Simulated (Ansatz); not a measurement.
**Fields on a plane of Re (hcp, Mg type)**

```yaml
crystal:
  lattice:
    - [2.75787, 0.00000, 0.00000]
    - [-1.37894, 2.38839, 0.00000]
    - [0.00000, 0.00000, 4.46284]
  atoms:
    - { symbol: Re, position: [0.33333, 0.66667, 0.75000] }
    - { symbol: Re, position: [0.66667, 0.33333, 0.25000] }
```

The slice is a (1 -1 0 0) plane (indices of the conventional cell) through the point (0.333, 0.667, 0.750) (fractional), spanned by u = [110] and v = [001] in vectors of this cell: u (2.76 Å) and v (4.46 Å, at 90° to u). It covers one period; positions are fractions (u, v).

Atoms on it: Re at (0.00, 0.00). Other atoms lie within 1 Å of the plane.

Level of theory: r2SCAN (plane waves to 500 eV, PAW, scalar-relativistic; Ansatz, an electronic-structure program). k mesh 19×19×11. These are valence fields of a PAW run, semicore shells included where kept as valence: close to a nucleus they are smooth pseudo fields. Re is run without spin polarisation. Re was relaxed with its symmetry unable to fall. Spin-orbit coupling is left out, though Re is heavy.

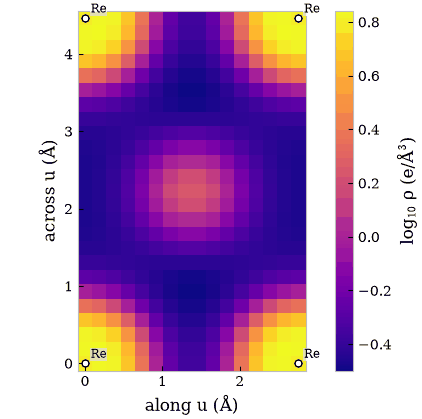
Fig. 1. Log₁₀ of the valence density in e/Å³, one period of the plane, atoms marked. The scale is logarithmic, as a density can span decades between atoms and voids.

```
v \ u  0.00  0.13  0.27  0.40  0.53  0.67  0.80  0.93
-----  ----  ----  ----  ----  ----  ----  ----  ----
0.88   0.73  0.66  0.32  0.30  0.39  0.24  0.51  0.72
0.75   0.25  0.29  0.37  0.35  0.33  0.37  0.33  0.26
0.62   0.48  0.42  0.27  0.24  0.25  0.24  0.35  0.47
0.50   0.38  0.30  0.25  0.44  0.50  0.33  0.25  0.36
0.38   0.48  0.42  0.27  0.24  0.25  0.24  0.35  0.47
0.25   0.25  0.29  0.37  0.35  0.33  0.37  0.33  0.26
0.12   0.73  0.66  0.32  0.30  0.39  0.24  0.51  0.72
0.00      x     x  0.58  0.27  0.36  0.33  0.73     x
```

Values: electron localisation function (ELF). Points within 0.5 Å of a nucleus are blanked (x), as the pseudised field means little there.

Density on the Re–Re line (2.76 Å) at its midpoint: 0.42 e/Å³
ELF at that point: 0.4
